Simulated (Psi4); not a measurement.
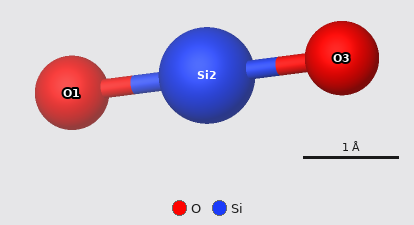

*The input geometry (ball-and-stick view, seen at a tilt; atoms are numbered from 1 in the order of the input).*

## Geometry relaxation, with input and output: SiO₂ (part 1 of 3)

System: SiO₂, SMILES O=[Si]=O.
Method: M06-2X/6-31G, RKS (Psi4 1.11).

The geometry comes from this level: UFF from SMILES.

Input file (o2si.py):
```python
import psi4
from rdkit import Chem
from rdkit.Chem import AllChem

psi4.set_memory(1600000000)
psi4.set_num_threads(1)
psi4.set_output_file('run.log', False)

rd = Chem.AddHs(Chem.MolFromSmiles('O=[Si]=O'))
AllChem.EmbedMolecule(rd, randomSeed=111)
AllChem.UFFOptimizeMolecule(rd, maxIters=2000)
atoms = '\n'.join(Chem.MolToXYZBlock(rd).splitlines()[2:])
geom = psi4.geometry('0 1\n' + atoms + '\nsymmetry c1')

psi4.set_options(dict(basis='6-31G', reference='rks', geom_maxiter=60))

E = psi4.optimize("m06-2x", molecule=geom)
print('E =', round(E, 9))
print(geom.to_string(dtype='xyz', units='Angstrom'))
```

Machine: 1 thread of Intel Xeon (Sapphire Rapids), 16 GiB of memory available, shared host.

Launch command:
```bash
python o2si.py
```

What the program printed:
```
-----------------------------------------

    			 OPTKING 3.0: for geometry optimizations

    			        with contributions from

    			-----------------------------------------

		 -- Optimization Parameters --
	GEOM_MAXITER                   =              60
	ALG_GEOM_MAXITER               =              50
	PRINT                          =               1
	OPT_TYPE                       =             MIN
	STEP_TYPE                      =             RFO
	PROGRAM                        =            PSI4
	STEEPEST_DESCENT_TYPE          =         OVERLAP
	CONJUGATE_GRADIENT_TYPE        =        FLETCHER
	OPT_COORDINATES                =        INTERNAL
	RFO_FOLLOW_ROOT                =           False
	RFO_ROOT                       =               0
	ACCEPT_SYMMETRY_BREAKING       =           False
	DYNAMIC_LVL                    =               0
	DYNAMIC_LVL_MAX                =               0
	IRC_STEP_SIZE                  =             0.2
	IRC_DIRECTION                  =         FORWARD
	IRC_POINTS                     =              20
	IRC_MODE                       =          NORMAL
	IRC_CONVERGENCE                =            -0.7
	INTRAFRAG_STEP_LIMIT           =             0.5
	INTRAFRAG_STEP_LIMIT_MIN       =           0.001
	INTRAFRAG_STEP_LIMIT_MAX       =             1.0
	INTERFRAG_STEP_LIMIT           =             0.5
	INTERFRAG_STEP_LIMIT_MIN       =           0.001
	INTERFRAG_STEP_LIMIT_MAX       =             1.0
	ENSURE_BT_CONVERGENCE          =           False
	SIMPLE_STEP_SCALING            =           False
	CONSECUTIVE_BACKSTEPS          =               0
	RFO_NORMALIZATION_MAX          =             100
	RSRFO_ALPHA_MAX                =     100000000.0
	PRINT_TRAJECTORY_XYZ_FILE      =           False
	WRITE_TRAJECTORY               =           False
	FROZEN_DISTANCE                =
	FROZEN_BEND                    =
gradient() will perform analytic gradient computation.

   => Loading Basis Set <=

    Name: 6-31G
    Role: ORBITAL
    Keyword: BASIS

         ---------------------------------------------------------
                                   SCF
                              RKS Reference
                        1 Threads,   1525 MiB Core
         ---------------------------------------------------------

  ==> Geometry <==

    Molecular point group: c1
    Full point group: C_inf_v

    Geometry (in Angstrom), charge = 0, multiplicity = 1:

       Center              X                  Y                   Z               Mass
    ------------   -----------------  -----------------  -----------------  -----------------
         O           -0.000000230637     0.000000000000    -1.571099378299    15.994914619570
         SI          -0.000000230637     0.000000000000    -0.000000133983    27.976926534650
         O            0.000000634046     0.000000000000     1.571099612651    15.994914619570

  Running in c1 symmetry.

  Rotational constants: A = ************  B =      0.21349  C =      0.21349 [cm^-1]
  Rotational constants: A = ************  B =   6400.26416  C =   6400.26416 [MHz]
  Nuclear repulsion =   86.225835042087112

  Charge       = 0
  Multiplicity = 1
  Electrons    = 30
  Nalpha       = 15
  Nbeta        = 15

  ==> Algorithm <==

  SCF Algorithm Type is DF.
  DIIS enabled.
  MOM disabled.
  Fractional occupation disabled.
  Guess Type is SAD.
  Energy threshold   = 1.00e-08
  Density threshold  = 1.00e-08
  Integral threshold = 1.00e-12

  ==> Primary Basis <==

  Basis Set: 6-31G
    Blend: 6-31G
    Number of shells: 17
    Number of basis functions: 31
    Number of Cartesian functions: 31
    Spherical Harmonics?: false
    Max angular momentum: 1

  ==> DFT Potential <==

   => LibXC <=

    Version 7.1.2

   => Composite Functional: M06-2X <=

    Deriv               =              1
    GGA                 =           TRUE
    Meta                =           TRUE

    Exchange Hybrid     =           TRUE
    MP2 Hybrid          =          FALSE

   => Exchange Functionals <=

    1.0000   XC_HYB_MGGA_X_M06_2X

   => Exact (HF) Exchange <=

    0.5400               HF

   => Correlation Functionals <=

    1.0000   XC_MGGA_C_M06_2X

   => LibXC Density Thresholds  <==

    XC_MGGA_C_M06_2X:  1.00E-12
    XC_HYB_MGGA_X_M06_2X:  1.00E-15

   => Molecular Quadrature <=

    Radial Scheme          =       TREUTLER
    Pruning Scheme         =           NONE
    Nuclear Scheme         =       TREUTLER

    Blocking Scheme        =         OCTREE
    BS radius alpha        =              1
    Pruning alpha          =              1
    Radial Points          =             75
    Spherical Points       =            302
    Total Points           =          64866
    Total Blocks           =            567
    Max Points             =            256
    Max Functions          =             30
    Weights Tolerance      =       1.00E-15

   => Loading Basis Set <=

    Name: (6-31G AUX)
    Role: JKFIT
    Keyword: DF_BASIS_SCF
 [-0.00000002  0.00000000 -0.00000048]
 [ 0.00000001 -0.00000000 -0.00554632]]
	   0.572389   0.000000   0.000000   0.000000
	   0.000000   0.572387   0.000000   0.000000
	   0.000000   0.000000   0.250000   0.000000
	   0.000000   0.000000   0.000000   0.250000

	         Geometry (au)                                       Gradient (au)
  -0.0000004358   0.0000000000  -2.9689475409		   0.0000000099   0.0000000000   0.0055467964
  -0.0000004358   0.0000000000  -0.0000002532		  -0.0000000154   0.0000000000  -0.0000004759
   0.0000011982   0.0000000000   2.9689479837		   0.0000000069  -0.0000000000  -0.0055463221

	        --- Internal Coordinate Step in ANG or DEG, aJ/ANG or AJ/DEG ---
	-------------------------------------------------------------------------------
	           Coordinate      Previous         Force          Change          New
	           ----------      --------        ------          ------        ------
	               R(1,2)       1.57110        0.04570        0.00513       1.57623
	               R(2,3)       1.57110        0.04569        0.00513       1.57623
	             L(1,2,3)     179.99997        0.00000        0.00001     179.99997
	             l(1,2,3)     180.00000        0.00000        0.00000     180.00000
	-------------------------------------------------------------------------------

	                            ===> Fragment 1 <==

	 Z (Atomic Numbers)          Masses                          Geom
	       8.000000            15.994915         -0.00000049  0.00000000 -2.97863607
	      14.000000            27.976927         -0.00000033 -0.00000000  0.00000002
	       8.000000            15.994915          0.00000115  0.00000000  2.97863624

	 - Coordinate -           - BOHR/RAD -       - ANG/DEG -
	 R(1,2)           =         2.978636           1.576226
	 R(2,3)           =         2.978636           1.576226
	 L(1,2,3)         =         3.141592         179.999975
	 l(1,2,3)         =         3.141593         180.000000

	                                 ==> Convergence Check <==

	Measures of convergence in internal coordinates in au.

	Criteria marked as inactive (o), active & met (*), and active & unmet ( ).

	----------------------------------------------------------------------------------------------~
	   Step    Total Energy     Delta E     Max Force     RMS Force      Max Disp      RMS Disp   ~
	----------------------------------------------------------------------------------------------~
	  Convergence Criteria     1.00e-06 *    3.00e-04 *             o    1.20e-03 *             o~
	----------------------------------------------------------------------------------------------~
	     1    -439.70700497   -4.40e+02      5.55e-03      3.92e-03 o    9.69e-03      6.85e-03 o  ~
	----------------------------------------------------------------------------------------------

:17:52:33,1 INFO     [psi4.driver.task_planner:259] PLANNING Atomic:  keywords={'GEOM_MAXITER': 60, 'SCF__GUESS': 'READ', 'SCF__INTS_TOLERANCE': 1e-12, 'REFERENCE': 'RKS', 'function_kwargs': {}}
:17:52:33,3 INFO     [psi4.driver.driver:644] Compute gradient(): method=m06-2x, basis=6-31g, molecule=default, nre=85.94537464946642
 [-0.00000001 -0.00000000 -0.00000006]
 [ 0.00000001  0.00000000 -0.00082662]]

 	   0.529777  -0.042608  -0.000001  -0.000000
	  -0.042608   0.529783  -0.000001  -0.000000
	  -0.000001  -0.000001   0.250000  -0.000000
	  -0.000000  -0.000000  -0.000000   0.250000

	   0.529777  -0.042608  -0.000001  -0.000000
	  -0.042608   0.529783  -0.000001  -0.000000
	  -0.000001  -0.000001   0.250000  -0.000000
	  -0.000000  -0.000000  -0.000000   0.250000

	         Geometry (au)                                       Gradient (au)
  -0.0000003482  -0.0000000000  -2.9786361195		   0.0000000077   0.0000000000   0.0008266813
  -0.0000003482  -0.0000000000  -0.0000000368		  -0.0000000140  -0.0000000000  -0.0000000650
   0.0000009573   0.0000000000   2.9786361839		   0.0000000073   0.0000000000  -0.0008266166

	Current energy:      -439.7070654521
	Energy change for the previous step:
		Actual       :        -0.0000604814
		Projected    :        -0.0000537372

	        --- Internal Coordinate Step in ANG or DEG, aJ/ANG or AJ/DEG ---
	-------------------------------------------------------------------------------
	           Coordinate      Previous         Force          Change          New
	           ----------      --------        ------          ------        ------
	               R(1,2)       1.57623        0.00681        0.00090       1.57712
	               R(2,3)       1.57623        0.00681        0.00090       1.57712
	             L(1,2,3)     179.99997        0.00000        0.00001     179.99998
	             l(1,2,3)     180.00000       -0.00000       -0.00000     180.00000
	-------------------------------------------------------------------------------

	                            ===> Fragment 1 <==

	 Z (Atomic Numbers)          Masses                          Geom
	       8.000000            15.994915         -0.00000040 -0.00000000 -2.98033296
	      14.000000            27.976927         -0.00000025 -0.00000000  0.00000001
	       8.000000            15.994915          0.00000091  0.00000000  2.98033298

	 - Coordinate -           - BOHR/RAD -       - ANG/DEG -
	 R(1,2)           =         2.980333           1.577124
	 R(2,3)           =         2.980333           1.577124
	 L(1,2,3)         =         3.141592         179.999981
	 l(1,2,3)         =         3.141593         180.000000

	                                 ==> Convergence Check <==

	Measures of convergence in internal coordinates in au.

	Criteria marked as inactive (o), active & met (*), and active & unmet ( ).

	----------------------------------------------------------------------------------------------
	   Step    Total Energy     Delta E     Max Force     RMS Force      Max Disp      RMS Disp
	----------------------------------------------------------------------------------------------
	  Convergence Criteria     1.00e-06 *    3.00e-04 *             o    1.20e-03 *             o
	----------------------------------------------------------------------------------------------
	     2    -439.70706545   -6.05e-05      8.27e-04      5.85e-04 o    1.70e-03      1.20e-03 o  ~
	----------------------------------------------------------------------------------------------

 [-0.00000001 -0.00000000 -0.00000000]
 [ 0.00000001  0.00000000 -0.00001368]]

 	   0.529177  -0.043209  -0.000002  -0.000000
	  -0.043209   0.529182  -0.000002  -0.000000
	  -0.000002  -0.000002   0.250000   0.000000
	  -0.000000  -0.000000   0.000000   0.250000

	   0.529177  -0.043209  -0.000002  -0.000000
	  -0.043209   0.529182  -0.000002  -0.000000
	  -0.000002  -0.000002   0.250000   0.000000
	  -0.000000  -0.000000   0.000000   0.250000

	         Geometry (au)                                       Gradient (au)
  -0.0000002668  -0.0000000000  -2.9803329725		   0.0000000058   0.0000000000   0.0000136795
  -0.0000002668  -0.0000000000  -0.0000000022		  -0.0000000109  -0.0000000000  -0.0000000029
   0.0000007335   0.0000000000   2.9803329763		   0.0000000058   0.0000000000  -0.0000136765

	Current energy:      -439.7070666857
	Energy change for the previous step:
		Actual       :        -0.0000012336
		Projected    :        -0.0000014027

	        --- Internal Coordinate Step in ANG or DEG, aJ/ANG or AJ/DEG ---
	-------------------------------------------------------------------------------
	           Coordinate      Previous         Force          Change          New
	           ----------      --------        ------          ------        ------
	               R(1,2)       1.57712        0.00011        0.00001       1.57714
	               R(2,3)       1.57712        0.00011        0.00001       1.57714
	             L(1,2,3)     179.99998        0.00000        0.00000     179.99998
	             l(1,2,3)     180.00000       -0.00000       -0.00000     180.00000
	-------------------------------------------------------------------------------

	                            ===> Fragment 1 <==

	 Z (Atomic Numbers)          Masses                          Geom
	       8.000000            15.994915         -0.00000030 -0.00000000 -2.98036112
	      14.000000            27.976927         -0.00000020 -0.00000000 -0.00000000
	       8.000000            15.994915          0.00000070  0.00000000  2.98036112

	 - Coordinate -           - BOHR/RAD -       - ANG/DEG -
	 R(1,2)           =         2.980361           1.577139
	 R(2,3)           =         2.980361           1.577139
	 L(1,2,3)         =         3.141592         179.999985
	 l(1,2,3)         =         3.141593         180.000000

	                                 ==> Convergence Check <==

	Measures of convergence in internal coordinates in au.

	Criteria marked as inactive (o), active & met (*), and active & unmet ( ).

	----------------------------------------------------------------------------------------------
	   Step    Total Energy     Delta E     Max Force     RMS Force      Max Disp      RMS Disp
	----------------------------------------------------------------------------------------------
	  Convergence Criteria     1.00e-06 *    3.00e-04 *             o    1.20e-03 *             o
	----------------------------------------------------------------------------------------------
	     3    -439.70706669   -1.23e-06      1.37e-05 *    9.67e-06 o    2.81e-05 *    1.99e-05 o  ~
	----------------------------------------------------------------------------------------------

	                      ===> Final Convergence Report <===

	----------------------------------------------------------------------------
	|   Required Criteria    |  One or More Criteria  |   Alternate Criteria   |
	----------------------------------------------------------------------------
	| [x]     max_force      | [ ]       max_DE       |                        |
	|                        | [x]      max_disp      |                        |
	----------------------------------------------------------------------------

	Fragment 1 (Ang)

	    O  -0.0000001588  -0.0000000000  -1.5771391838
	   Si  -0.0000001059  -0.0000000000  -0.0000000002
	    O   0.0000003705   0.0000000000   1.5771391849

	==> Optimization Summary <==

	Measures of convergence in internal coordinates in au. (Any backward steps not shown.)

	---------------------------------------------------------------------------------------------------------------  ~

	 Step         Total Energy             Delta E       MAX Force       RMS Force        MAX Disp        RMS Disp   ~

	---------------------------------------------------------------------------------------------------------------  ~

	     1    -439.707004970671   -439.707004970671      0.00554680      0.00392201      0.00968880      0.00685073  ~
	     2    -439.707065452094     -0.000060481423      0.00082668      0.00058453      0.00169689      0.00119983  ~
	     3    -439.707066685706     -0.000001233612      0.00001368      0.00000967      0.00002815      0.00001990  ~
	----------------------------------------------------------------------------------------------------------------

er   7:  -439.70706545209447   -4.20641e-12   2.71399e-08 DIIS
   @DF-RKS iter   8:  -439.70706545209407    3.97904e-13   8.16385e-09 DIIS
  Energy and wave function converged.

  ==> Post-Iterations <==

   Electrons on quadrature grid:
      Ntotal   =   30.0000097215 ; deviation = 9.722e-06

    Orbital Energies [Eh]
    ---------------------

    Doubly Occupied:

       1A    -67.146020     2A    -19.688418     3A    -19.688366
       4A     -5.699259     5A     -4.006365     6A     -4.004594
       7A     -4.004594     8A     -1.120554     9A     -1.101350
      10A     -0.554476    11A     -0.463145    12A     -0.463145
      13A     -0.460408    14A     -0.399169    15A     -0.399169

    Virtual:
```
